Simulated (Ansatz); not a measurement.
# SiH₄ (singlet): one geometry, many settings at distance Si1–H5 = 1.485 Å

What do other methods and options give for SiH₄ (singlet) at this geometry, and how long do they take?

The runs use Ansatz 0.2.0, Gaussian basis; the settings change from run to run.

22 further runs of the same task are left out: 18 that didn't finish, 4 set aside as unsound or not needed.

## (1) What is computed

The geometry derives from a PBE0/def2-TZVP stationary point (not a proven minimum). One bond is set to the value named and the two fragments are kept rigid.

5 atoms, charge 0, spin multiplicity 1.

Atoms are counted from 1 here; the program's logs count them from 0.

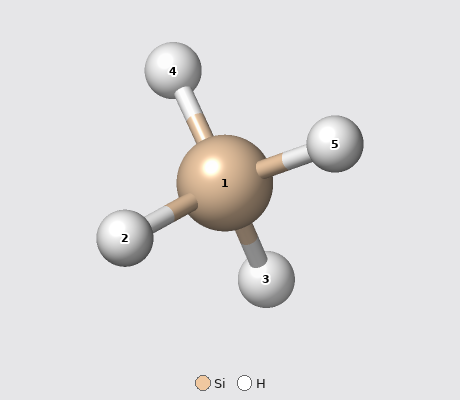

The geometry (silicon light orange, hydrogen white); atoms are numbered from 1 in the order of the file.

## (2) BCCD(T) on RHF/6-31++G**

in.yaml

```yaml
crystal:
  periodic: [false, false, false]
  atoms:
    - {symbol: Si, position_ang: [0.000000, 0.000000, 0.000000]}
    - {symbol: H, position_ang: [0.855850, 0.858745, 0.856831]}
    - {symbol: H, position_ang: [-0.859551, -0.854424, 0.857445]}
    - {symbol: H, position_ang: [-0.854730, 0.855535, -0.861149]}
    - {symbol: H, position_ang: [0.858431, -0.859856, -0.853127]}
basis:
  gaussian: {orbitals: "6-31++G**"}
magnetization: {spin_polarized: false}
correlation: {method: bccd_t, electrons: outside_noble_gas}
```

The run is started by

```sh
ansatz run in.yaml --threads 1 --pin off --events-out ev --progress --plain --max-ram 2393MiB
```

The program printed:

```text
Functional definition: HF
  name "HF"
  cite "Fock, Z. Phys. 61, 126 (1930) doi:10.1007/BF01340294"
  parent pbe
  exchange = exact_x
  correlation = 0
417 factors; integrals over basis functions are off by at most 9.2e-4 eV
mean field evaluation 1: about -7924.2020 eV, gradient 9.7e0 eV
mean field evaluation 2: about -7924.2110 eV, gradient 9.7e0 eV
mean field evaluation 4: about -7924.8231 eV, gradient 3.1e-1 eV
mean field evaluation 8: about -7924.8238 eV, gradient 1.3e-5 eV
mean field evaluation 16: about -7924.8238 eV, gradient 2.0e-6 eV
mean field -7924.82378366 eV, -291.2319024111 hartree, gradient 2.0e-6 eV, S^2 0.000000; 0 other end points of the search recorded, 0 dependent functions left out
5 core orbitals not correlated: weight in the atoms' cores, before any rotation towards them, 1.000 or more for the frozen orbitals, at most 0.000 for the correlated occupied ones
reference -7924.82378366 eV, -291.2319024111 hartree; 4, 4 occupied and 38, 38 virtual orbitals, 417 factors
second order -2.96580543 eV of doubles, -0.00000000 eV of singles
cycle   1  -3.50114993 eV  change   -5.4e-1 eV  update   5.0e-2
cycle   2  -3.68587644 eV  change   -1.8e-1 eV  update   1.7e-2
cycle   3  -3.68890793 eV  change   -3.0e-3 eV  update   3.7e-3
cycle   4  -3.68778790 eV  change    1.1e-3 eV  update   9.2e-4
cycle   5  -3.68749478 eV  change    2.9e-4 eV  update   2.8e-4
cycle   6  -3.68746412 eV  change    3.1e-5 eV  update   5.6e-5
cycle   7  -3.68747399 eV  change   -9.9e-6 eV  update   1.4e-5
cycle   8  -3.68747988 eV  change   -5.9e-6 eV  update   3.7e-6
perturbative correction -0.06106827 eV, -0.0022442175 hartree
Total energy: -7928.57233181 eV, -291.3696590146 hartree
```

Run time: 0.71 s. Hardware: 1 thread of Arm Neoverse V1, shared host.

From the report: correlation -3.7485 eV; largest double amplitude 0.03.

## (3) MP2 on UHF/def2-SVP

in.yaml, as its differences from that of step 2:

```diff
@@ -9,4 +9,4 @@
 basis:
-  gaussian: {orbitals: "6-31++G**"}
-magnetization: {spin_polarized: false}
-correlation: {method: bccd_t, electrons: outside_noble_gas}
+  gaussian: {orbitals: def2-SVP, fitting: {mean_field: def2-universal-jkfit}}
+magnetization: {spin_polarized: true, initial_magnetization: 0}
+correlation: {method: mp2, electrons: outside_noble_gas}
```

The command is unchanged.

The program printed:

```text
Functional definition: HF
  name "HF"
  cite "Fock, Z. Phys. 61, 126 (1930) doi:10.1007/BF01340294"
  parent pbe
  exchange = exact_x
  correlation = 0
200 factors; integrals over basis functions are off by at most 3.6e-1 eV
mean field evaluation 1: about -7922.1585 eV, gradient 6.8e0 eV
mean field evaluation 2: about -7922.6540 eV, gradient 1.9e0 eV
mean field evaluation 4: about -7922.7008 eV, gradient 2.4e-1 eV
mean field evaluation 8: about -7922.7016 eV, gradient 1.4e-6 eV
mean field -7922.70161078 eV, -291.1539139963 hartree, gradient 1.4e-6 eV, S^2 0.000000; 0 other end points of the search recorded, 0 dependent functions left out
5 core orbitals not correlated: weight in the atoms' cores, before any rotation towards them, 1.000 or more for the frozen orbitals, at most 0.000 for the correlated occupied ones
reference -7922.70161078 eV, -291.1539139963 hartree; 4, 4 occupied and 29, 29 virtual orbitals, 200 factors
second order -3.13307785 eV of doubles, -0.00000000 eV of singles
Total energy: -7925.83468863 eV, -291.2690524836 hartree
```

It took 0.18 s on 1 thread of Arm Neoverse V1, shared host.

From the report: ⟨S²⟩ of the determinant 0.000 (pure singlet: 0.00).

## (4) CCSD on RHF/6-31++G**

in.yaml, as its differences from that of step 3:

```diff
@@ -9,4 +9,4 @@
 basis:
-  gaussian: {orbitals: def2-SVP, fitting: {mean_field: def2-universal-jkfit}}
-magnetization: {spin_polarized: true, initial_magnetization: 0}
-correlation: {method: mp2, electrons: outside_noble_gas}
+  gaussian: {orbitals: "6-31++G**"}
+magnetization: {spin_polarized: false}
+correlation: {method: ccsd, electrons: outside_noble_gas}
```

Same command.

The program printed (excerpt; [...] marks lines left out):

```text
Functional definition: HF
  name "HF"
  cite "Fock, Z. Phys. 61, 126 (1930) doi:10.1007/BF01340294"
  parent pbe
[...]
417 factors; integrals over basis functions are off by at most 9.2e-4 eV
[...]
mean field -7924.82378366 eV, -291.2319024111 hartree, gradient 2.0e-6 eV, S^2 0.000000; 0 other end points of the search recorded, 0 dependent functions left out
5 core orbitals not correlated: weight in the atoms' cores, before any rotation towards them, 1.000 or more for the frozen orbitals, at most 0.000 for the correlated occupied ones
reference -7924.82378366 eV, -291.2319024111 hartree; 4, 4 occupied and 38, 38 virtual orbitals, 417 factors
second order -2.96580543 eV of doubles, -0.00000000 eV of singles
cycle   1  -3.49567999 eV  change   -5.3e-1 eV  update   5.0e-2
[...]
cycle   8  -3.68928009 eV  change   -5.1e-6 eV  update   3.1e-6
Total energy: -7928.51306375 eV, -291.3674809536 hartree
```

Wall time 0.37 s (1 thread of Arm Neoverse V1, shared host).

From the report: correlation -3.6893 eV; T1 0.009; largest double amplitude 0.03.

## (5) MP2 on RHF/aug-cc-pVDZ

in.yaml, as its differences from that of step 4:

```diff
@@ -9,4 +9,4 @@
 basis:
-  gaussian: {orbitals: "6-31++G**"}
+  gaussian: {orbitals: aug-cc-pVDZ}
 magnetization: {spin_polarized: false}
-correlation: {method: ccsd, electrons: outside_noble_gas}
+correlation: {method: mp2, electrons: valence}
```

Same command.

The program printed:

```text
Functional definition: HF
  name "HF"
  cite "Fock, Z. Phys. 61, 126 (1930) doi:10.1007/BF01340294"
  parent pbe
  exchange = exact_x
  correlation = 0
612 factors; integrals over basis functions are off by at most 6.1e-4 eV
mean field evaluation 1: about -7924.5261 eV, gradient 9.5e0 eV
mean field evaluation 2: about -7924.5256 eV, gradient 9.5e0 eV
mean field evaluation 4: about -7925.1316 eV, gradient 2.9e-1 eV
mean field evaluation 8: about -7925.1323 eV, gradient 5.7e-4 eV
mean field -7925.13228849 eV, -291.2432397544 hartree, gradient 2.7e-6 eV, S^2 0.000000; 0 other end points of the search recorded, 0 dependent functions left out
5 core orbitals not correlated: weight in the atoms' cores, before any rotation towards them, 1.000 or more for the frozen orbitals, at most 0.000 for the correlated occupied ones
reference -7925.13228849 eV, -291.2432397544 hartree; 4, 4 occupied and 54, 54 virtual orbitals, 612 factors
second order -3.31257854 eV of doubles, -0.00000000 eV of singles
Total energy: -7928.44486703 eV, -291.3649747704 hartree
```

Wall time 0.4 s (1 thread of Arm Neoverse V1, shared host).

## (6) BCCD on RHF/6-31++G**

in.yaml, as its differences from that of step 5:

```diff
@@ -9,4 +9,5 @@
 basis:
-  gaussian: {orbitals: aug-cc-pVDZ}
+  gaussian: {orbitals: "6-31++G**"}
 magnetization: {spin_polarized: false}
-correlation: {method: mp2, electrons: valence}
+correlation: {method: bccd, electrons: outside_noble_gas}
+output: {forces: true}
```

Launched as before.

The program printed (excerpt; [...] marks lines left out):

```text
Functional definition: HF
  name "HF"
  cite "Fock, Z. Phys. 61, 126 (1930) doi:10.1007/BF01340294"
  parent pbe
[...]
417 factors; integrals over basis functions are off by at most 9.2e-4 eV
[...]
mean field -7924.82378366 eV, -291.2319024111 hartree, gradient 2.0e-6 eV, S^2 0.000000; 0 other end points of the search recorded, 0 dependent functions left out
5 core orbitals not correlated: weight in the atoms' cores, before any rotation towards them, 1.000 or more for the frozen orbitals, at most 0.000 for the correlated occupied ones
reference -7924.82378366 eV, -291.2319024111 hartree; 4, 4 occupied and 38, 38 virtual orbitals, 417 factors
second order -2.96580543 eV of doubles, -0.00000000 eV of singles
cycle   1  -3.50114992 eV  change   -5.4e-1 eV  update   5.0e-2
[...]
cycle   8  -3.68747989 eV  change   -5.9e-6 eV  update   3.7e-6
[...]
Total energy: -7928.51126355 eV, -291.3674147975 hartree
Atom 0 at     0.000000     0.000000     0.000000 Å, force     0.000000    -0.000000    -0.000003 eV/Å
Atom 1 at     0.855850     0.858745     0.856831 Å, force    -0.104284    -0.104637    -0.104404 eV/Å
Atom 2 at    -0.859551    -0.854424     0.857445 Å, force     0.104735     0.104111    -0.104479 eV/Å
Atom 3 at    -0.854730     0.855535    -0.861149 Å, force     0.104150    -0.104248     0.104932 eV/Å
Atom 4 at     0.858431    -0.859856    -0.853127 Å, force    -0.104601     0.104775     0.103954 eV/Å
Dipole moment:    -0.000000    -0.000000     0.000000 e Å
```

Run time: 1 s. Hardware: 1 thread of Arm Neoverse V1, shared host.

From the report: correlation -3.6875 eV; largest double amplitude 0.03.

## (7) MP2 on RHF/6-31G

in.yaml, as its differences from that of step 6:

```diff
@@ -9,5 +9,6 @@
 basis:
-  gaussian: {orbitals: "6-31++G**"}
+  gaussian: {orbitals: 6-31G}
 magnetization: {spin_polarized: false}
-correlation: {method: bccd, electrons: outside_noble_gas}
-output: {forces: true}
+hamiltonian: {pseudopotentials: {relativity: scalar}}
+correlation: {method: mp2, electrons: valence}
+accuracy: high
```

The command is unchanged.

The program printed:

```text
Functional definition: HF
  name "HF"
  cite "Fock, Z. Phys. 61, 126 (1930) doi:10.1007/BF01340294"
  parent pbe
  exchange = exact_x
  correlation = 0
483 factors; integrals over basis functions are off by at most 3.2e-9 eV
mean field evaluation 1: about -7937.7640 eV, gradient 7.3e0 eV
mean field evaluation 2: about -7937.7673 eV, gradient 7.3e0 eV
mean field evaluation 4: about -7938.0673 eV, gradient 1.8e-1 eV
mean field evaluation 8: about -7938.0675 eV, gradient 2.8e-4 eV
mean field -7938.06750690 eV, -291.7186002633 hartree, gradient 5.5e-9 eV, S^2 0.000000; 0 other end points of the search recorded, 0 dependent functions left out
5 core orbitals not correlated: weight in the atoms' cores, before any rotation towards them, 1.000 or more for the frozen orbitals, at most 0.000 for the correlated occupied ones
reference -7938.06750690 eV, -291.7186002633 hartree; 4, 4 occupied and 12, 12 virtual orbitals, 483 factors
second order -1.67518792 eV of doubles, -0.00000000 eV of singles
Total energy: -7939.74269482 eV, -291.7801622838 hartree
Relativity: scalar
```

Wall time 0.18 s (1 thread of Arm Neoverse V1, shared host).

## (8) NEVPT2(6,6)/cc-pVDZ

in.yaml, as its differences from that of step 7:

```diff
@@ -9,6 +9,4 @@
 basis:
-  gaussian: {orbitals: 6-31G}
-magnetization: {spin_polarized: false}
-hamiltonian: {pseudopotentials: {relativity: scalar}}
-correlation: {method: mp2, electrons: valence}
-accuracy: high
+  gaussian: {orbitals: cc-pVDZ, point_charges: [{charge: 0.50, position_ang: [4.136, -0.490, 0.778]}]}
+hamiltonian: {pseudopotentials: {relativity: none}}
+correlation: {method: sc_nevpt2, electrons: outside_noble_gas, active_space: {window: {electrons: 6, orbitals: 6}, states: [{multiplicity: 1, weights: [0.5, 0.5, 1, 0.5]}, {multiplicity: 3, weights: [1]}], root: 0}}
```

Same command.

The program printed (excerpt; [...] marks lines left out):

```text
Functional definition: HF
  name "HF"
  cite "Fock, Z. Phys. 61, 126 (1930) doi:10.1007/BF01340294"
  parent pbe
[...]
719 factors; integrals over basis functions are off by at most 1.3e-7 eV
[...]
mean field -7925.14103470 eV, -291.2435611717 hartree, gradient 4.8e-7 eV, S^2 0.000000; 0 other end points of the search recorded, 0 dependent functions left out
reference -7925.14103470 eV, -291.2435611717 hartree; 9, 9 occupied and 29, 29 virtual orbitals, 719 factors
state -7925.45208557 eV, -291.2549920804 hartree
state -7915.75311837 eV, -290.8985616098 hartree
state -7915.56997461 eV, -290.8918312008 hartree
state -7914.37306190 eV, -290.8478454700 hartree
state -7925.45208557 eV, -291.2549920804 hartree; corrected -7928.29707597 eV, -291.3595435490 hartree
state -7915.75311837 eV, -290.8985616098 hartree; corrected -7918.37519617 eV, -290.9949211916 hartree
state -7915.56997461 eV, -290.8918312008 hartree; corrected -7918.21774999 eV, -290.9891351515 hartree
state -7914.37306190 eV, -290.8478454700 hartree; corrected -7917.38192952 eV, -290.9584193157 hartree
state -7916.67417437 eV, -290.9324097938 hartree
state -7916.67417437 eV, -290.9324097938 hartree; corrected -7919.28481307 eV, -291.0283489965 hartree
Total energy: -7928.29707597 eV, -291.3595435490 hartree
```

It took 2.9 s on 1 thread of Arm Neoverse V1, shared host.

From the report: 400 determinants; active occupations (of the averaged states) 1.97, 1.76, 1.35, 0.67, 0.20, 0.04.

## (9) CCSD on UHF/6-31G*

in.yaml

```yaml
crystal:
  periodic: [false, false, false]
  atoms:
    - {symbol: Si, position_ang: [0.000000, 0.000000, 0.000000]}
    - {symbol: H, position_ang: [0.855850, 0.858745, 0.856831]}
    - {symbol: H, position_ang: [-0.859551, -0.854424, 0.857445]}
    - {symbol: H, position_ang: [-0.854730, 0.855535, -0.861149]}
    - {symbol: H, position_ang: [0.858431, -0.859856, -0.853127]}
basis:
  gaussian: {orbitals: "6-31G*"}
magnetization: {spin_polarized: true, initial_magnetization: 0}
correlation: {method: ccsd, electrons: outside_noble_gas}
output: {forces: true}
```

Same command.

The program printed (excerpt; [...] marks lines left out):

```text
Functional definition: HF
  name "HF"
  cite "Fock, Z. Phys. 61, 126 (1930) doi:10.1007/BF01340294"
  parent pbe
[...]
293 factors; integrals over basis functions are off by at most 6.9e-4 eV
[...]
mean field -7924.63597156 eV, -291.2250004437 hartree, gradient 3.0e-6 eV, S^2 0.000000; 0 other end points of the search recorded, 0 dependent functions left out
5 core orbitals not correlated: weight in the atoms' cores, before any rotation towards them, 1.000 or more for the frozen orbitals, at most 0.000 for the correlated occupied ones
reference -7924.63597156 eV, -291.2250004437 hartree; 4, 4 occupied and 18, 18 virtual orbitals, 293 factors
second order -2.23457754 eV of doubles, -0.00000000 eV of singles
cycle   1  -2.70924540 eV  change   -4.7e-1 eV  update   5.4e-2
[...]
cycle   8  -2.91887641 eV  change   -1.3e-6 eV  update   2.3e-6
[...]
Total energy: -7927.55484797 eV, -291.3322671733 hartree
Atom 0 at     0.000000     0.000000     0.000000 Å, force    -0.000000    -0.000000    -0.000003 eV/Å
Atom 1 at     0.855850     0.858745     0.856831 Å, force     0.061740     0.061949     0.061811 eV/Å
Atom 2 at    -0.859551    -0.854424     0.857445 Å, force    -0.062007    -0.061637     0.061855 eV/Å
Atom 3 at    -0.854730     0.855535    -0.861149 Å, force    -0.061657     0.061715    -0.062121 eV/Å
Atom 4 at     0.858431    -0.859856    -0.853127 Å, force     0.061924    -0.062027    -0.061542 eV/Å
Dipole moment:     0.000000    -0.000000     0.000000 e Å
```

Run time: 0.54 s. Hardware: 1 thread of Arm Neoverse V1, shared host.

From the report: ⟨S²⟩ of the determinant 0.000 (pure singlet: 0.00); correlation -2.9189 eV; T1 0.013; largest double amplitude 0.03.

## (10) BCCD on UHF/6-31G*

in.yaml, as its differences from that of step 9:

```diff
@@ -11,3 +11,4 @@
 magnetization: {spin_polarized: true, initial_magnetization: 0}
-correlation: {method: ccsd, electrons: outside_noble_gas}
+correlation: {method: bccd, electrons: outside_noble_gas}
+scf: {lower_state_search: off}
 output: {forces: true}
```

The command is unchanged.

The program printed (excerpt; [...] marks lines left out):

```text
Functional definition: HF
  name "HF"
  cite "Fock, Z. Phys. 61, 126 (1930) doi:10.1007/BF01340294"
  parent pbe
[...]
293 factors; integrals over basis functions are off by at most 6.9e-4 eV
[...]
mean field -7924.63597156 eV, -291.2250004437 hartree, gradient 3.0e-6 eV, S^2 0.000000; 0 other end points of the search recorded, 0 dependent functions left out
5 core orbitals not correlated: weight in the atoms' cores, before any rotation towards them, 1.000 or more for the frozen orbitals, at most 0.000 for the correlated occupied ones
reference -7924.63597156 eV, -291.2250004437 hartree; 4, 4 occupied and 18, 18 virtual orbitals, 293 factors
second order -2.23457754 eV of doubles, -0.00000000 eV of singles
cycle   1  -2.71703565 eV  change   -4.8e-1 eV  update   5.4e-2
[...]
cycle   8  -2.91652193 eV  change   -5.7e-6 eV  update   3.3e-6
[...]
Total energy: -7927.55249349 eV, -291.3321806477 hartree
Atom 0 at     0.000000     0.000000     0.000000 Å, force     0.000000     0.000000    -0.000003 eV/Å
Atom 1 at     0.855850     0.858745     0.856831 Å, force     0.060836     0.061042     0.060906 eV/Å
Atom 2 at    -0.859551    -0.854424     0.857445 Å, force    -0.061100    -0.060735     0.060950 eV/Å
Atom 3 at    -0.854730     0.855535    -0.861149 Å, force    -0.060755     0.060812    -0.061211 eV/Å
Atom 4 at     0.858431    -0.859856    -0.853127 Å, force     0.061018    -0.061119    -0.060641 eV/Å
Dipole moment:    -0.000000    -0.000000     0.000000 e Å
Checks for a lower state left out: starts, cluster_reference, orbital_swaps, neighbouring_geometries, increment
```

It took 0.73 s on 1 thread of Arm Neoverse V1, shared host.

From the report: ⟨S²⟩ of the determinant 0.000 (pure singlet: 0.00); correlation -2.9165 eV; largest double amplitude 0.03.

## (11) All runs side by side

```csv
level,correlated,functions,energy (eV),time
BCCD(T) on RHF/6-31++G**,outside noble gas,47,-7928.5723,0.71 s
MP2 on UHF/def2-SVP,outside noble gas,38,-7925.8347,0.18 s
CCSD on RHF/6-31++G**,outside noble gas,47,-7928.5131,0.37 s
MP2 on RHF/aug-cc-pVDZ,valence,63,-7928.4449,0.4 s
BCCD on RHF/6-31++G**,outside noble gas,47,-7928.5113,1 s
MP2 on RHF/6-31G (relativity set),valence,21,-7939.7427,0.18 s
"NEVPT2(6,6)/cc-pVDZ (lowest root of an average, beside a point charge)",outside noble gas,38,-7928.2971,2.9 s
CCSD on UHF/6-31G*,outside noble gas,27,-7927.5548,0.54 s
BCCD on UHF/6-31G*,outside noble gas,27,-7927.5525,0.73 s
```

## (12) What came out

| quantity | value |
| --- | --- |
| runs | 9 |
| quickest | MP2 on UHF/def2-SVP, 0.18 s |
| slowest | NEVPT2(6,6)/cc-pVDZ (lowest root of an average, beside a point charge), 2.9 s |

**Reading.** Total energies in different bases, with other cores or another treatment of relativity can't be set against each other. NEVPT2(6,6)/cc-pVDZ (lowest root of an average, beside a point charge) took 16 times as long as MP2 on UHF/def2-SVP; the jobs differ in more than the method.
